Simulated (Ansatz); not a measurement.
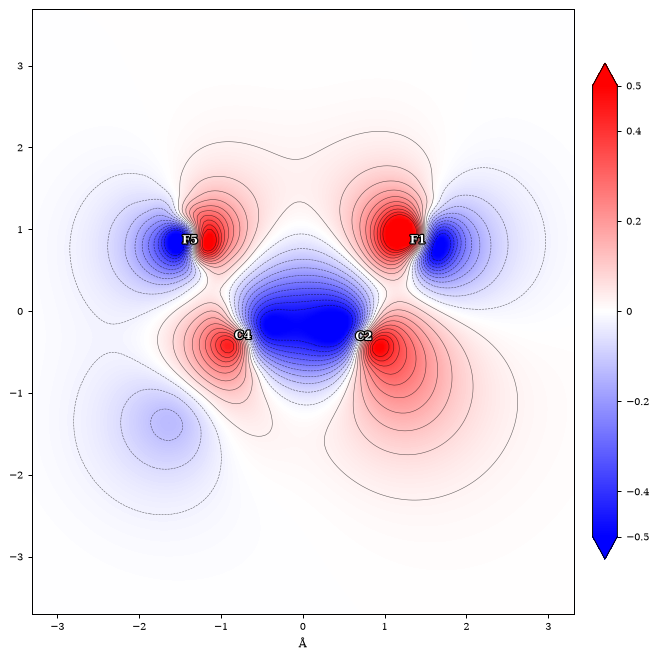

*C$_{3}$H$_{3}$F$_{3}$ (SMILES FC1CC1(F)F). The HOMO on the plane of atoms C2, C4 and F5 (values in Å⁻³ᐟ²; the overall sign is arbitrary).*

Geometry: PBE0-D4/def2-TZVP.

The calculation used Ansatz 0.2.0, RKS PBE0-D4/def2-TZVPP.

```yaml
atoms:
  - { symbol: F, position_ang: [-1.4684, -0.8841, 0.9105] }
  - { symbol: C, position_ang: [-0.3858, -0.0872, 0.7647] }
  - { symbol: C, position_ang: [0.7123, -0.5457, -0.1792] }
  - { symbol: C, position_ang: [-0.1711, 0.5884, -0.5315] }
  - { symbol: F, position_ang: [-1.0677, 0.4359, -1.5078] }
  - { symbol: F, position_ang: [0.3194, 1.8359, -0.5398] }
  - { symbol: H, position_ang: [-0.1114, 0.4326, 1.6763] }
  - { symbol: H, position_ang: [0.5213, -1.4701, -0.7108] }
  - { symbol: H, position_ang: [1.7400, -0.3519, 0.1003] }
```

Question: Describe this orbital and give its energy.

Answer: By Hirshfeld shares it lies mainly on C4 (about 25 %), C2 (about 20 %), C3 (about 15 %), F5 (about 10 %), F6 (about 10 %) and F1 (about 10 %). Its energy is −8.44 eV.
